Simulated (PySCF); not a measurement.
Vertical excitations of a molecule C3H9Al from PySCF with TDDFT-PBE/def2-SVPD, as energy in eV (oscillator strength): 4.33 (0.001), 5.00 (0.000), 5.73 (0.000), 6.03 (0.000), 6.15 (0.050), 6.73 (0.005), 6.93 (0.060), 7.05 (0.064), 7.16 (0.012), 7.17 (0.016). Lowest triplet (TDA): 4.05 eV. Coordinates come from a B3LYP-D3(BJ)/def2-SVP optimisation. One conformer was computed; it need not be the lowest.

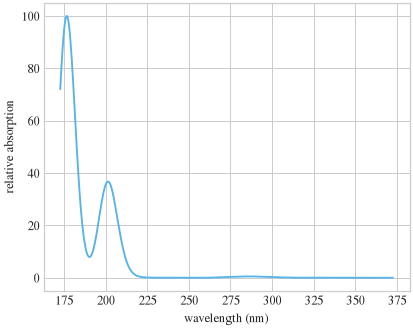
Fig. 1. The lines broadened by 0.4 eV.

Question: Which molecule gave these data?
(A) [CH3][Al]([CH3])[CH3]
(B) CC[CH2][AlH2]
(C) C[CH2][AlH][CH3]

Answer: B, CC[CH2][AlH2]
